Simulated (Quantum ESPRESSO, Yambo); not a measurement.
# AlN (P6_3mc): G0W0 with Yambo, start to end, part 3 of 3

Aim: the G0W0 gap of AlN (P6_3mc) on PBE, step by step.

Quantum ESPRESSO 7.5 and Yambo 5.3.0; PBE and many-body steps on it, plane waves. Known limits of the many-body steps: not at the basis limit; coarse k mesh.

So far. Step 3 (Bands along the symmetry lines): The gap is 4.221 eV, as in the run before at this level. Step 4 (Empty states on the mesh, 3×3×4 mesh, 182 bands): On this mesh the gap is 4.221 eV.

The database entry behind the starting cell differs from later determinations by our own check (inner coordinate u about 0.002 short), so it need not match the best structure at ambient conditions.

## (6) Screening and self-energy, 3×3×4 mesh, 182 bands, screening to 210.9 eV

G0W0 replaces the xc potential by the self-energy, built once from these orbitals. Only a window of levels is corrected, while the sums run over the empty bands that the input names.

This step: G0W0 on PBE, plane waves, norm-conserving pseudopotentials.

The input, gw1.in:

```
HF_and_locXC
gw0
dyson
ppa
em1d
rim_cut
RandQpts= 1000000
RandGvec= 1 RL
EXXRLvcs= 72 Ry
VXCRLvcs= 288 Ry
Chimod= "HARTREE"
% BndsRnXp
 1 | 182 |
%
NGsBlkXp= 15.5 Ry
% LongDrXp
 1 | 1 | 1 |
%
% GbndRnge
 1 | 182 |
%
DysSolver= "n"
ExtendOut
PPAPntXp= 27.21138 eV
% QPkrange
 1 | 10 | 3 | 14 |
%
```

The run is started by

```sh
> OMP_NUM_THREADS=1 mpirun -n 4 yambo -F gw1.in -J gw1 -C gw1 > gw1.log
```

What it wrote:

```text
 Yambo, version 5.3.0

 [02] CORE Variables Setup
 =========================

  [... cell, symmetries and grids as in the set-up ...]

  [02.05] Energies & Occupations
  ==============================

  [X] === General ===
  [X] Electronic Temperature                        :  0.000000  0.000000 [eV K]
  [X] Bosonic    Temperature                        :  0.000000  0.000000 [eV K]
  [X] Finite Temperature mode                       : no
  [X] El. density                                   :  0.38275E+24 [cm-3]
  [X] Fermi Level                                   :  7.106664 [eV]

  [X] === Gaps and Widths ===
  [X] Conduction Band Min                           :  4.220509 [eV]
  [X] Valence Band Max                              :  0.000000 [eV]
  [X] Filled Bands                                  :   8
  [X] Empty Bands                                   :    9  182
  [X] Direct Gap                                    :  4.220509 [eV]
  [X] Direct Gap localized at k                     :  1
  [X] Indirect Gap                                  :  4.220509 [eV]
  [X] Indirect Gap between kpts                     :  1  1
  [X] Last valence band width                       :  2.371270 [eV]
  [X] 1st conduction band width                     :  3.218767 [eV]

 [03] Transferred momenta grid and indexing
 ==========================================

 IBZ Q-points                                      :  10
 BZ  Q-points                                      :   36

 K/Q-points units:
 rlu = crystal or reduced units; cc = cartesian coordinates; iku = interal k-units

 Q [ 1]         [rlu]:  0.000000  0.000000  0.000000
 Q [ 2]         [rlu]:  0.000000  0.000000  0.250000
 Q [ 3]         [rlu]:  0.000000  0.000000 -0.500000
 Q [ 4]         [rlu]: -0.40821E-19  0.33333       0.0000
 Q [ 5]         [rlu]: -0.40821E-19  0.33333      0.25000
 Q [ 6]         [rlu]: -0.40821E-19  0.33333     -0.50000
 Q [ 7]         [rlu]:  0.333333  0.333333  0.000000
 Q [ 8]         [rlu]:  0.333333  0.333333  0.250000
 Q [ 9]         [rlu]:  0.333333  0.333333 -0.500000
 Q [10]         [rlu]:  0.40821E-19 -0.33333      0.25000

 [04] Coloumb potential Random Integration (RIM)
 ===============================================

  [04.01] RIM initialization
  ==========================

  * Diagonal components only detected *

  8 x (sBL volume)        :  0.195400 [a.u.]
  sBZ random points       :  1000000
  Points outside the sBZ  :   7994252
  RL volume               :  0.879301 [a.u.]
  Integrated volume       :  0.879933 [a.u.]

  [04.02] RIM integrals
  =====================

  Gamma point sphere radius             :  0.105259 [a.u.]
  Points outside the sphere             :   811608
  [Int_sBZ(q=0) 1/q^2]*(Vol_sBZ)^(-1/3) =:  7.236165
                                 should be <:  7.795600

  Summary of Coulomb integrals for non-metallic bands |Q|[au] RIM/Bare

  Q [1] 0.100000E-4 0.928237 * Q [2] 0.166880 0.646012
  Q [3] 0.333760 0.872534 * Q [4] 0.411102 1.143679
  Q [10] 0.443682 1.087027 * Q [5] 0.443682 1.086663
  Q [6] 0.529529 1.022105 * Q [7] 0.712050 1.044470
  Q [8] 0.731344 1.037865 * Q [9] 0.786391 1.024498

 [05] Dipoles
 ============

  [05.01] Setup: observables and procedures
  =========================================

  [WARNING] [x,Vnl] slows the Dipoles computation. To neglect it rename the ns.kb_pp file

 [06] Dynamic Dielectric Matrix (PPA)
 ====================================

 [WR./gw1//ndb.pp]---------------------------------------------------------------
  Brillouin Zone Q/K grids (IBZ/BZ)                :   10   36   10   36
  RL vectors                                       :   3777 [WF]
  Coulomb cutoff potential                         : none
  Electronic Temperature                           :  0.000000 [K]
  Bosonic    Temperature                           :  0.000000 [K]
  PPA    diel. fun.  energies                      : Perdew, Burke & Ernzerhof(X)+Perdew, Burke & Ernzerhof(C)
  wavefunctions                                    : Perdew, Burke & Ernzerhof(X)+Perdew, Burke & Ernzerhof(C)
  Global Gauge                                     : length
  X matrix size                                    :  313
  X band range                                     :    1  182
  X e/h energy range                               : -1.000000 -1.000000 [eV]
  X Time ordering                                  : R
  X Hxc Kernel                                     : HARTREE
  X Drude frequency                                :  0.000000  0.000000
  X poles                                          :  100.0000 [o/o]
  RL vectors in the sum                            :   3777
  [r,Vnl] included                                 : yes
  Field direction                                  :  0.577350E-5  0.577350E-5  0.577350E-5
  BZ energy Double Grid                            : no
  BZ energy DbGd points                            : 0
  BZ Q point size factor                           : -1.000000
  X Optical Averaged directions                    : none

 [07] Local Exchange-Correlation + Non-Local Fock
 ================================================

 [VXC] Plane waves :  23187
 [EXS] Plane waves :  2875

 QP @ state[ 1 ] K range:   1  10
 QP @ state[ 1 ] b range:   3  14

 [xc] Functional : Perdew, Burke & Ernzerhof(X)+Perdew, Burke & Ernzerhof(C)
 [xc] LIBXC used to calculate xc functional
  PP Number of Atomic Species                      :  2
  NLCC RL compoments                               :  23187
  PP Number of Atomic Species                      :  2
  NLCC RL compoments                               :  23187

 [xc] E_xc :  -6.931593 [Ha]
      E_xc :  -13.86319 [Ry]

  Local XC kind (lXC) : Perdew, Burke & Ernzerhof(X)+Perdew, Burke & Ernzerhof(C)
  Non-Local XC kind (nlXC) : Hartree-Fock

  Corrections @ K [1] :  [eV]
 <3|nlXC|3> = -18.50954  0.78569E-17 <3|lXC|3> = -12.68621 -0.94409E-16
 <4|nlXC|4> = -20.90322 -0.52764E-17 <4|lXC|4> = -16.48961 -0.37763E-15
 <5|nlXC|5> = -20.90276 -0.23684E-16 <5|lXC|5> = -16.48961  0.94408E-16
 <6|nlXC|6> = -21.12526 -0.27407E-16 <6|lXC|6> = -16.99289  0.56645E-15
 <7|nlXC|7> = -21.12496  0.23897E-16 <7|lXC|7> = -16.99289  0.37763E-15
 <8|nlXC|8> = -20.86447  0.36543E-16 <8|lXC|8> = -17.08523  0.37763E-15
 <9|nlXC|9> = -7.867130  0.45084E-17 <9|lXC|9> = -12.50474 -0.94409E-16
 <10|nlXC|10> = -5.604894 -0.19318E-17 <10|lXC|10> = -10.79204 -0.94408E-16
 <11|nlXC|11> = -7.260713 -0.10642E-17 <11|lXC|11> = -14.07039 -0.85699E-21
 <12|nlXC|12> = -3.931875  0.18316E-18 <12|lXC|12> = -9.586648 -0.47204E-16
[...]
Corrections @ K [2] :  [eV]
[...]
Corrections @ K [3] :  [eV]
[...]
Corrections @ K [4] :  [eV]
[...]
Corrections @ K [5] :  [eV]
[...]
[... 4 further k-points ...]
  Corrections @ K [10] :  [eV]
[...]
<10|nlXC|10> = -5.407514  0.23542E-17 <10|lXC|10> = -10.43960 -0.82608E-16
 <11|nlXC|11> = -6.624891  0.33774E-17 <11|lXC|11> = -12.36382  0.16521E-15
 <12|nlXC|12> = -5.319750 -0.11825E-17 <12|lXC|12> = -11.14118  0.94408E-16
 <13|nlXC|13> = -5.821700 -0.22164E-17 <13|lXC|13> = -12.09921 -0.18882E-15
 <14|nlXC|14> = -4.133731 -0.32443E-18 <14|lXC|14> = -9.985946 -0.47204E-16

  [07.01] Hartree-Fock occupations report
  =======================================

  [Hartree-Fock] === General ===
  [Hartree-Fock] Electronic Temperature             :  0.000000  0.000000 [eV K]
  [Hartree-Fock] Bosonic    Temperature             :  0.000000  0.000000 [eV K]
  [Hartree-Fock] Finite Temperature mode            : no
  [Hartree-Fock] El. density                        :  0.38275E+24 [cm-3]
  [Hartree-Fock] Fermi Level                        :  7.106664 [eV]

  [Hartree-Fock] === Gaps and Widths ===
  [Hartree-Fock] Conduction Band Min                :  8.858121 [eV]
  [Hartree-Fock] Valence Band Max                   : -3.779240 [eV]
  [Hartree-Fock] Filled Bands                       :   8
  [Hartree-Fock] Empty Bands                        :    9  182
  [Hartree-Fock] Direct Gap                         :  12.63736 [eV]
  [Hartree-Fock] Direct Gap localized at k          :  1
  [Hartree-Fock] Indirect Gap                       :  12.63736 [eV]
  [Hartree-Fock] Indirect Gap between kpts          :  1  1
  [Hartree-Fock] Last valence band width            :  3.268972 [eV]
  [Hartree-Fock] 1st conduction band width          :  3.860554 [eV]

 [08] Dyson equation: Newton solver
 ==================================

  [08.01] G0W0 (W PPA)
  ====================

  [  GW  ] Bands range     :    1  182
  [GW/PPA] G damping       :  0.100000 [eV]

  QP @ state[ 1 ] K range:   1  10
  QP @ state[ 1 ] b range:   3  14

   Sc/G bands                                       :    1  182
   Sc/G damping                                     :  0.100000 ev
   Sc bands terminator                              : no
   Sx RL components                                 :  2875

   QP @ state[ 1 ] K range                          :   1  10
   QP @ state[ 1 ] b range                          :   3  14
   GF energies kind                                 : Perdew, Burke & Ernzerhof(X)+Perdew, Burke & Ernzerhof(C)
   GF WF`s kind                                     : Perdew, Burke & Ernzerhof(X)+Perdew, Burke & Ernzerhof(C)
   Xs energies kind                                 : Perdew, Burke & Ernzerhof(X)+Perdew, Burke & Ernzerhof(C)
   Xs WF`s kind                                     : Perdew, Burke & Ernzerhof(X)+Perdew, Burke & Ernzerhof(C)

 [11] Game Over & Game summary
```

Wall time 12 min (4 MPI ranks of Arm Neoverse V1, shared host); peak memory 1.5 GiB; 49 min of CPU time.

This step gave:

| Item | Value |
| --- | --- |
| G0W0 gap on the mesh | 5.594 eV |
| starting gap on the mesh | 4.221 eV |
| k of the valence top | 0, 0, 0 |
| k of the conduction bottom | 0, 0, 0 |
| least direct G0W0 gap on the computed points | 5.594 eV |
| Z at the valence top | 0.7927 |
| Z at the conduction bottom | 0.8191 |

The gap on the mesh goes from 4.22 eV to 5.59 eV, a correction of +1.37 eV.

Limits: finite bands, cutoff and mesh; coarse k mesh. v1 is the top filled band, c1 the lowest empty one. The levels before and after the correction (eV, zero at the valence-band top of each column):

```
           conduction bottom  valence top
Kohn-Sham               4.22         0.00
     G0W0               5.59         0.00
```

```
             level  energy (eV)
Kohn-Sham     Γ v4       -0.831
Kohn-Sham  Γ v3-v2       -0.180
Kohn-Sham     Γ v1        0.000
Kohn-Sham     Γ c1        4.221
Kohn-Sham     Γ c2        6.676
Kohn-Sham     Γ c3       10.592
Kohn-Sham     Γ c4       11.191
     G0W0     Γ v4       -1.032
     G0W0  Γ v3-v2       -0.263
     G0W0     Γ v1        0.000
     G0W0     Γ c1        5.594
     G0W0     Γ c2        8.087
     G0W0     Γ c3       12.549
     G0W0     Γ c4       12.590
```

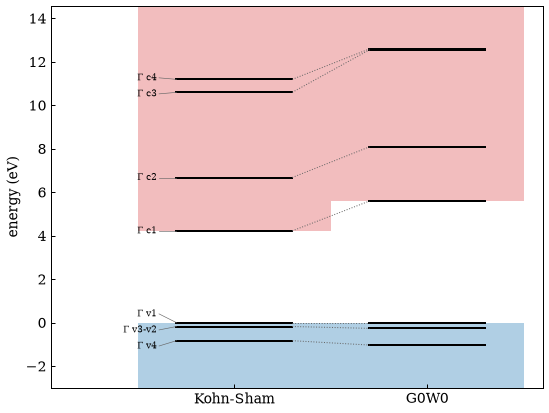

Levels before and after the correction. Shaded: valence and conduction bands.

## (7) Where the time went

Times are wall times on the hardware named with each run, good to a factor of about two.

| step | time | share | memory (GiB) |
| --- | --- | --- | --- |
| ground state | 5.8 s | 1 % | 0.23 |
| bands along the symmetry lines | 4.6 s | 1 % | 0.2 |
| empty states on the mesh | 15 s | 2 % | 0.38 |
| conversion and set-up | 2.1 s | 0 % | 0.23 |
| screening and self-energy | 12 min | 96 % | 1.5 |

## (8) Outcome

```yaml
pbe_gap: 4.22 eV, direct
g0w0_gap_on_the_mesh: 5.59 eV
gw_settings: 3×3×4 mesh, 182 bands, screening to 210.9 eV, Godby-Needs plasmon pole
known_limits: not at the basis limit; coarse k mesh
```

G0W0 moves the gap on the mesh from 4.22 eV to 5.59 eV (+1.37 eV), with Z of 0.79 and 0.82 at the edges. The dearest step here is «screening and self-energy». Bands and cutoff are finite, so the gap is not at the basis limit. The miss can reach some tenths of an eV and take either sign; the mesh is an error of its own. The 3×3×4 mesh is coarse for this cell, which bears on the long-range parts of exchange and screening.

[Paths, hosts, dates, memory and timing lines, banners, echoed tables and standing remarks are left out of the program output.]

[Logs are printed without paths, hosts, clocks, repeated set-up lines and the standing remarks that a program may print on its own settings, such as how far it seeks lower states.]

[Runs of the session that timed out or met a known fault of the program may be left out.]

[Hosts, paths, dates, database ids (printed as entryN), source tags and the programs' standing remarks are cut or masked in the printed files.]
